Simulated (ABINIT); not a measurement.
# MgS (F-43m): G0W0 in ABINIT against the k mesh, part 2 of 2

Wanted: the cheapest k mesh that holds the gap of MgS (F-43m).

ABINIT 10.8.3; LDA and many-body steps on it, plane waves. Known limits of the many-body steps: not at the basis limit; coarse k mesh.

So far. Step 4 (Empty states on the mesh, 6×6×6 mesh, 30 bands): On this mesh the gap is 3.165 eV. Step 5 (Screening, 2×2×2 mesh, 26 bands, screening to 106.1 eV): Local fields lower ε∞ by 13 %. On a Γ-centred mesh this coarse the value itself is usually too large, while a short band sum pulls it down.

### Step 8. 4×4×4

The self-energy is evaluated for the states that the input lists, and the levels follow from it, in one-shot runs by the linearised quasiparticle equation.

This step: G0W0 on LDA, plane waves, norm-conserving pseudopotentials.

File run.abi:

```
acell 3*1.0 Angstrom
rprim 
  -0.000000000000 2.833120046800 2.833120046800
  2.833120046800 -0.000000000000 2.833120046800
  2.833120046800 2.833120046800 -0.000000000000
ntypat 2
znucl 12 16
natom 2
typat 1 2
xred 
  0.000000000000 0.000000000000 0.000000000000
  0.750000000000 0.750000000000 0.750000000000
pp_dirpath "pseudos"
pseudos "Mg.upf, S.upf"
ecut 38
ngkpt 4 4 4
nshiftk 1
shiftk 0 0 0
kptopt 1
chksymbreak 0
istwfk *1
occopt 1
irdwfk 1
optdriver 4
nband 26
gwcalctyp 0
ecutsigx 38
symsigma 1
nkptgw 1
kptgw 
  0.0000000000 0.0000000000 0.0000000000
bdgw 
  6 12
ecuteps 3.9
irdscr 1
ppmodel 1
indata_prefix "in"
outdata_prefix "out"
tmpdata_prefix "tmp"
```

Started as:

```
> OMP_NUM_THREADS=1 mpirun -n 4 abinit run.abi > log
```

Numbers of over 12 decimals in the logs are rounded to 6 here.

The program printed:

```text
.Version 10.8.3 of ABINIT. v10.8.2 released Aug 2026.

 Symmetries : space group F-4 3 m (#216); Bravais cF (face-center cubic)
[... echo of the input left out ...]
== DATASET  1 ==================================================================
-   mpi_nproc: 4, omp_nthreads: 1 (-1 if OMP is not activated)

--- !DatasetInfo
iteration_state: {dtset: 1, }
dimensions: {natom: 2, nkpt: 8, mband: 26, nsppol: 1, nspinor: 1, nspden: 1, mpw: 3479, }
cutoff_energies: {ecut:  38.0, pawecutdg:  -1.0, }
electrons: {nelect:   1.60000000E+01, charge:   0.00000000E+00, occopt:   1.00000000E+00, tsmear:   1.00000000E-02, }

 SIGMA: Calculation of the GW corrections

 Based on a program developped by R.W. Godby, V. Olevano, G. Onida, and L. Reining.
 Incorporated in ABINIT by V. Olevano, G.-M. Rignanese, and M. Torrent.
.Using double precision arithmetic ; gwpc =  8

[... cell and pseudopotentials left out ...]
--------------------------------------------------------------------------------

 ==== K-mesh for the wavefunctions ====
 Number of points in the irreducible wedge :     8
[... list of points left out ...]
 Together with 24 symmetry operations and time-reversal symmetry
 yields    64 points in the full Brillouin Zone.

 ==== Q-mesh for screening function ====
 Number of points in the irreducible wedge :     8
[... list of points left out ...]
 Together with 24 symmetry operations and time-reversal symmetry
 yields    64 points in the full Brillouin Zone.

 vcoul_init : cutoff-mode = AUXILIARY_FUNCTION
 q-points for optical limit:   1
     1)      0.000010    0.000020    0.000030
 setmesh: FFT mesh size selected  =    45x   45x   45
          total number of points  =        91125

 Number of electrons calculated from density =   16.0000; Expected =   16.0000
[...]
number of q-points in BZ                           64
 number of frequencies for dSigma/dE                 9
 frequency step for dSigma/dE [eV]                0.25
 number of omega for Sigma on real axis              0
 max omega for Sigma on real axis  [eV]           0.00
 zcut for avoiding poles [eV]                     0.10

 EPSILON^-1 parameters (SCR file):
 dimension of the eps^-1 matrix on file            113
 dimension of the eps^-1 matrix used               113
 number of plane-waves for wavefunctions          3479
 number of bands                                    26
 number of q-points in IBZ                           8
 number of frequencies                               2
 number of real frequencies                          1
 number of imag frequencies                          1

 matrix elements of self-energy operator (all in [eV])

 Perturbative Calculation

--- !SelfEnergy_ee
iteration_state: {dtset: 1, }
kpoint     : [   0.000,    0.000,    0.000, ]
spin       : 1
KS_gap     :    3.165
QP_gap     :    4.892
Delta_QP_KS:    1.726
data: !SigmaeeData |
     Band     E0 <VxcDFT>   SigX SigC(E0)      Z dSigC/dE  Sig(E)    E-E0       E
        6   1.305 -12.870 -16.221   2.528   0.782  -0.278 -13.514  -0.644   0.661
        7   1.305 -12.870 -16.221   2.528   0.782  -0.278 -13.514  -0.644   0.661
        8   1.305 -12.870 -16.221   2.528   0.782  -0.278 -13.514  -0.644   0.661
        9   4.470  -9.360  -5.069  -2.970   0.820  -0.220  -8.277   1.082   5.553
       10   9.041 -10.175  -4.841  -3.249   0.815  -0.227  -8.477   1.698  10.739
       11   9.041 -10.175  -4.841  -3.249   0.815  -0.227  -8.477   1.698  10.739
       12   9.041 -10.175  -4.841  -3.249   0.815  -0.227  -8.477   1.698  10.739

== END DATASET(S) ==============================================================
================================================================================

 -outvars: echo values of variables after computation  --------
           etotal      0.0000000000E+00
            nband          26
             nkpt           8
          spgroup         216
 [... the other variables as echoed above ...]

 Calculation completed.
```

Run time: 2.1 s. Hardware: 4 MPI ranks of Arm Neoverse V2, shared host; peak memory 0.16 GiB.

This step gave:

```
G0W0 gap on the points computed              : 4.892 eV
starting gap on the mesh                     : 3.165 eV
k of the valence top                         : 0, 0, 0
k of the conduction bottom                   : 0, 0, 0
Z at the valence top                         : 0.782
Z at the conduction bottom                   : 0.82
least direct G0W0 gap on the computed points : 4.892 eV
```

The gap on the mesh goes from 3.17 eV to 4.89 eV, a correction of +1.73 eV.

### Step 9. Screening, 6×6×6 mesh, 26 bands, screening to 106.1 eV

This step: RPA screening on LDA, plane waves, norm-conserving pseudopotentials.

run.abi: that of step 8 with these lines changed.

```diff
@@ -15,3 +15,3 @@
 ecut 38
-ngkpt 4 4 4
+ngkpt 6 6 6
 nshiftk 1
@@ -23,15 +23,8 @@
 irdwfk 1
-optdriver 4
+optdriver 3
 nband 26
-gwcalctyp 0
-ecutsigx 38
-symsigma 1
-nkptgw 1
-kptgw 
-  0.0000000000 0.0000000000 0.0000000000
-bdgw 
-  6 12
 ecuteps 3.9
-irdscr 1
-ppmodel 1
+inclvkb 2
+awtr 1
+symchi 1
 indata_prefix "in"
```

The program printed:

```text
.Version 10.8.3 of ABINIT. v10.8.2 released Aug 2026.

 Symmetries : space group F-4 3 m (#216); Bravais cF (face-center cubic)
[... echo of the input left out ...]
== DATASET  1 ==================================================================
-   mpi_nproc: 4, omp_nthreads: 1 (-1 if OMP is not activated)

--- !DatasetInfo
iteration_state: {dtset: 1, }
dimensions: {natom: 2, nkpt: 16, mband: 26, nsppol: 1, nspinor: 1, nspden: 1, mpw: 3479, }
cutoff_energies: {ecut:  38.0, pawecutdg:  -1.0, }
[...]
--------------------------------------------------------------------------------
[... chi0 elements left out ...]
 For q-point:  0.000010 0.000020 0.000030
  dielectric constant =   3.9784
  dielectric constant without local fields =   4.7359

  Average fulfillment of the sum rule on Im[epsilon] for q-point    1 :     27.17  [%]
[... wings left out ...]
  q-point number  2        q = ( 0.166667, 0.000000, 0.000000) [r.l.u.]
--------------------------------------------------------------------------------
[... chi0 elements left out ...]
  Average fulfillment of the sum rule on Im[epsilon] for q-point    2 :     46.37  [%]

 [... 14 further q-points ...]
```

Run time: 15 s. Hardware: 4 MPI ranks; peak memory 0.66 GiB.

This step gave:

- ε∞ with local fields, on this mesh, along the program's q direction: 3.978
- the same without local fields: 4.736
- plasma frequency: 22.02 eV
- plane waves in the screening matrix: 113

### Step 10. 6×6×6

This step: G0W0 on LDA, plane waves, norm-conserving pseudopotentials.

run.abi: that of step 9 with these lines changed.

```diff
@@ -23,8 +23,15 @@
 irdwfk 1
-optdriver 3
+optdriver 4
 nband 26
+gwcalctyp 0
+ecutsigx 38
+symsigma 1
+nkptgw 1
+kptgw 
+  0.0000000000 0.0000000000 0.0000000000
+bdgw 
+  6 12
 ecuteps 3.9
-inclvkb 2
-awtr 1
-symchi 1
+irdscr 1
+ppmodel 1
 indata_prefix "in"
```

The program printed:

```text
.Version 10.8.3 of ABINIT. v10.8.2 released Aug 2026.

 Symmetries : space group F-4 3 m (#216); Bravais cF (face-center cubic)
[... echo of the input left out ...]
== DATASET  1 ==================================================================
-   mpi_nproc: 4, omp_nthreads: 1 (-1 if OMP is not activated)

--- !DatasetInfo
iteration_state: {dtset: 1, }
dimensions: {natom: 2, nkpt: 16, mband: 26, nsppol: 1, nspinor: 1, nspden: 1, mpw: 3479, }
cutoff_energies: {ecut:  38.0, pawecutdg:  -1.0, }
[...]
10   9.041 -10.178  -4.871  -3.236   0.815  -0.228  -8.491   1.687  10.728
       11   9.041 -10.178  -4.871  -3.236   0.815  -0.228  -8.491   1.687  10.728
       12   9.041 -10.178  -4.871  -3.236   0.815  -0.228  -8.491   1.687  10.728

== END DATASET(S) ==============================================================
================================================================================

 -outvars: echo values of variables after computation  --------
           etotal      0.0000000000E+00
            nband          26
             nkpt          16
          spgroup         216
 [... the other variables as echoed above ...]

 Calculation completed.
```

Wall time 2.6 s (4 MPI ranks); peak memory 0.25 GiB.

This step gave:

```
G0W0 gap on the points computed              : 4.902 eV
starting gap on the mesh                     : 3.165 eV
k of the valence top                         : 0, 0, 0
k of the conduction bottom                   : 0, 0, 0
least direct G0W0 gap on the computed points : 4.902 eV
```

Against the run before, the gap moves by +0.010 eV.

### Step 11. Side by side

Times are wall times on 4 MPI ranks of Arm Neoverse V2, shared host, good to a factor of about two. A run's time includes the screening step that it read.

```
  run   mesh  bands  screening cutoff (eV)  DFT gap (eV)  gap on the mesh (eV)  direct (eV)  ε∞ used   time
2×2×2  2×2×2     26                  106.1         3.165                 4.750        4.750     8.23  3.7 s
4×4×4  4×4×4     26                  106.1         3.165                 4.892        4.892     4.38  5.7 s
6×6×6  6×6×6     26                  106.1         3.165                 4.902        4.902     3.98   18 s
```

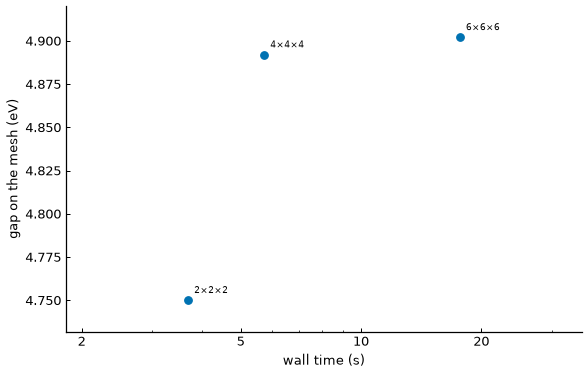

Result against wall time.

### Step 12. What came out

* 2×2×2: 4.750 eV
* 4×4×4: 4.892 eV
* 6×6×6: 4.902 eV
* known limits: not at the basis limit; coarse k mesh

What this shows: The setting moved: k mesh. From 2×2×2 to 6×6×6 the gap moves by +0.15 eV, for 4.8 times the time. The last step still moves it by +0.010 eV. Bands and screening cutoff are coupled, so a series along one setting does not show full convergence. Bands and cutoff are finite, so the gap is not at the basis limit. The miss can reach some tenths of an eV and take either sign; the mesh is an error of its own. In the G0W0 runs levels were corrected at 1 k point alone, so a gap called «on the mesh» is the least over those, and an edge elsewhere would be missed. The 2×2×2 mesh is coarse for this cell, which bears on the long-range parts of exchange and screening.

[Paths, hosts, dates, memory and timing lines, banners, echoed tables and standing remarks are left out of the program output.]

[Logs are printed without paths, hosts, clocks, repeated set-up lines and the standing remarks that a program may print on its own settings, such as how far it seeks lower states.]

[Runs of the session that timed out or met a known fault of the program may be left out.]

[Hosts, paths, dates, database ids (printed as entryN), source tags and the programs' standing remarks are cut or masked in the printed files.]

[G0W0 gaps are taken among the corrected bands and points alone; a level outside them can change the order at an edge.]

[Where Ansatz stands beside ABINIT at settings called matched, ABINIT's density can come from a denser mesh and the files from another edition; pairs whose starting gaps differed by over 0.03 eV were left out, so agreement reads better than it is.]
